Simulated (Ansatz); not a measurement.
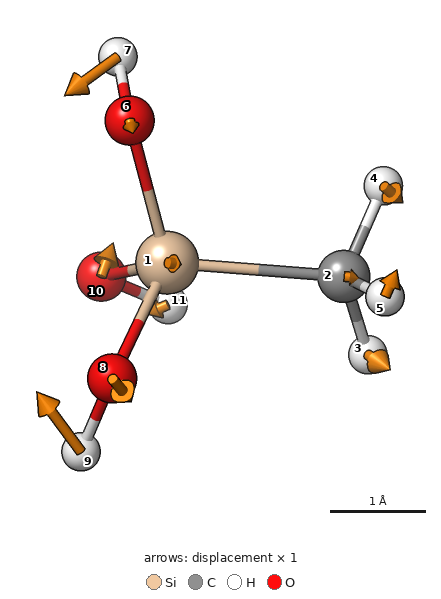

This is a relaxation of CH6O3Si. The starting structure is drawn; orange arrows show the displacements, at their true length. The two geometries are superimposed by the best rigid fit.

The picture is a ball-and-stick view, seen face on.

The run prepares the start of a later molecular dynamics calculation, from a guessed geometry.

The calculation used RKS B3LYP/STO-3G (Ansatz 0.2.0). Set-up: no spin polarisation; force threshold 0.02 eV/Å; at most 40 steps.

**Which element moves most?**

Hydrogen: up to 0.85 Å, against 0.52 Å for oxygen.

**What did the optimiser do to the structure, and how much energy did it gain?**

The largest move after the best rigid fit is that of H9, 0.85 Å. Largest moves by element: H 0.85 Å, O 0.52 Å, Si 0.21 Å, C 0.17 Å. Some distances before and after: Si1–O10 1.679 → 1.711 Å, C2–H3 1.110 → 1.097 Å, O10–H11 1.010 → 1.021 Å, Si1–C2 1.870 → 1.875 Å. Bond angles that change, for instance: O6–Si1–O10 109.5° → 102.5°, Si1–O6–H7 109.5° → 103.5°, C2–Si1–O10 109.5° → 115.4°. Groups turn about Si1–O8 by about 90°, Si1–O10 by about 45°, Si1–O6 by about 45°. After 18 accepted moves (21 points after the start) the energy has fallen by 30.3 kJ/mol. Largest force component: 1.1 eV/Å at the start, 0.007 eV/Å at the end. The line search rejected the trial steps at points 11, 13, 16 of the run. The forces were under the threshold at step 14, but the run went on from there.

Limits of the set-up: STO-3G is a minimal basis, so the numbers are rough.
